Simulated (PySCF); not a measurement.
**CH11OPSi3: electronic excitations**

What electronic excitations should CH11OPSi3 (`C[Si@H](P)[SiH2]O[SiH3]`) show?

Computed with PySCF 2.14.0, with density-fitted response routines of our own, on a single molecule in the gas phase. Atoms count from 0, in the outputs and in this text.

## (1) The molecule as given

17 atoms, charge 0, multiplicity 1; geometry from: GFN2-xTB.

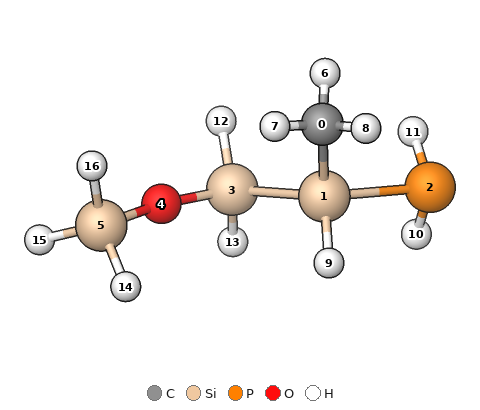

The starting geometry (carbon grey, silicon light orange, phosphorus orange, oxygen red, hydrogen white), atoms numbered.

## (2) Excited states and response: CAM-B3LYP/def2-SVPD

What the job is given:

```
{"job": {"kind": "uv", "xc": "CAM-B3LYP", "basis": "def2-SVPD", "nstates": 8, "ntriplets": 3}, "charge": 0, "multiplicity": 1}
C     -1.397480    -0.915129     1.467360
Si    -1.205239     0.423693     0.115715
P     -3.234923     0.544108    -0.863225
Si     0.541788    -0.026746    -1.351990
O      1.923105     0.055068    -0.508432
Si     3.122959     0.314400     0.544876
H     -1.598987    -1.889126     1.027079
H     -0.493782    -1.001274     2.063576
H     -2.221382    -0.685489     2.138445
H     -1.098139     1.726125     0.814613
H     -2.821542     1.366808    -1.894331
H     -3.069810    -0.590488    -1.636905
H      0.551636    -1.378646    -1.927508
H      0.699760     0.936960    -2.448862
H      2.836281     1.573484     1.230557
H      4.347704     0.378809    -0.247399
H      3.111054    -0.820527     1.466521
```

Method: TDDFT CAM-B3LYP/def2-SVPD, vertical, gas phase, core orbitals frozen in the response.

Started as:

```bash
OMP_NUM_THREADS=1 python probes_run.py task.json out
```

This one command runs all jobs of the session in turn.

Standard output:

```text
coarse grid: 15488 points
cycle   1  E = -1329.0632894686  dE =  2.516e-01  |g| = 7.767e-01  |ddm| = 5.218e+00
cycle   2  E = -1328.9567476590  dE =  1.065e-01  |g| = 1.098e+00  |ddm| = 1.746e+00
cycle   3  E = -1329.1849116665  dE = -2.282e-01  |g| = 7.071e-02  |ddm| = 9.429e-01
cycle   4  E = -1329.1859272187  dE = -1.016e-03  |g| = 3.679e-02  |ddm| = 1.737e-01
cycle   5  E = -1329.1863097043  dE = -3.825e-04  |g| = 4.639e-03  |ddm| = 5.874e-02
cycle   6  E = -1329.1863169359  dE = -7.232e-06  |g| = 1.247e-03  |ddm| = 1.265e-02
final grid: 129216 points
cycle   7  E = -1329.3594690306  dE = -1.451e-05  |g| = 2.828e-03  |ddm| = 5.244e-02
cycle   8  E = -1329.3594692016  dE = -1.710e-07  |g| = 2.820e-03  |ddm| = 8.922e-03
cycle   9  E = -1329.3594711889  dE = -1.987e-06  |g| = 2.362e-04  |ddm| = 3.234e-03
cycle  10  E = -1329.3594711984  dE = -9.557e-09  |g| = 1.492e-04  |ddm| = 5.125e-04
cycle  11  E = -1329.3594712030  dE = -4.602e-09  |g| = 2.059e-05  |ddm| = 2.270e-04
cycle  12  E = -1329.3594712032  dE = -1.739e-10  |g| = 5.478e-06  |ddm| = 5.828e-05
converged SCF energy = -1329.3594712032

Static polarisability (au): isotropic 124.330, principal 104.988 119.059 148.944

Singlet excitations
state   eV       nm        f      main configurations
  1   5.7617    215.2   0.07646   H->L 0.82
  2   6.2607    198.0   0.03265   H->L+1 0.78
  3   6.5620    188.9   0.01423   H->L+5 0.47, H-1->L 0.12, H->L+3 0.11
  4   6.6242    187.2   0.01848   H->L+2 0.58, H->L+5 0.12, H->L+3 0.11
  5   6.9046    179.6   0.01501   H-2->L 0.83
  6   7.0319    176.3   0.42765   H-1->L 0.33, H->L+4 0.30
  7   7.2085    172.0   0.03695   H->L+4 0.26, H-1->L 0.20, H->L+2 0.13
  8   7.4814    165.7   0.02491   H->L+6 0.28, H-1->L+1 0.18, H-3->L 0.17

Triplet excitations (Tamm-Dancoff, eV): 5.0880 5.6113 5.7861
```

Wall time 86 s (1 thread of Intel Xeon at 2.70GHz, shared host); peak memory 1 GiB.

Frontier orbitals and where they lie:

```tsv
orbital	eV	atoms
HOMO−3	-10.23	P2 38 %, Si1 14 %, C0 11 %
HOMO−2	-9.91	O4 34 %, Si3 15 %, Si5 12 %
HOMO−1	-9.68	Si1 22 %, P2 17 %, Si3 13 %
HOMO	-8.29	P2 47 %, Si1 17 %, Si3 10 %
LUMO	0.32	Si3 22 %, Si1 14 %, Si5 12 %
LUMO+1	0.86	Si1 23 %, Si3 13 %, C0 12 %
LUMO+2	1.23	Si3 24 %, Si5 14 %, Si1 14 %
```

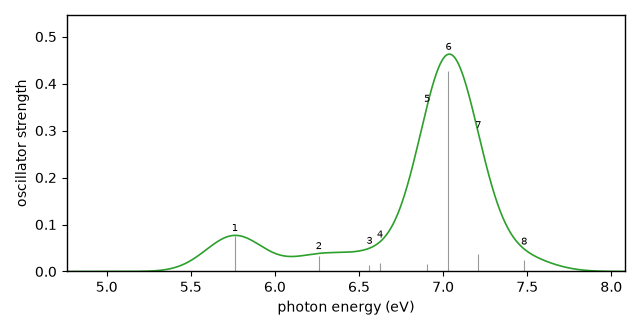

Absorption spectrum from the 8 singlet states computed; above the last one it falls off for lack of states. Lines are broadened to a width of 0.40 eV (Gaussian).

Ground-state properties from the same run:

```tsv
property	computed
dipole moment (D)	0.87
polarisability (Å³)	18.42
HOMO–LUMO gap (eV)	8.61
−ε(HOMO) (eV)	8.29
```

## (3) Outcome

| quantity | value |
| --- | --- |
| lowest singlet (CAM-B3LYP/def2-SVPD) | 5.76 eV (215 nm), f = 0.076 |
| brightest single state of those computed | state 6, 7.03 eV, f = 0.428 |
| lowest triplet | 5.09 eV |

What this shows: The first singlet state (HOMO→LUMO 0.82) lies at 5.76 eV and is bright; of the 8 states computed, the strongest absorption comes from state 6 at 7.03 eV. The lowest triplet lies 0.67 eV below the lowest singlet (triplets in Tamm-Dancoff, singlets in full TDDFT).
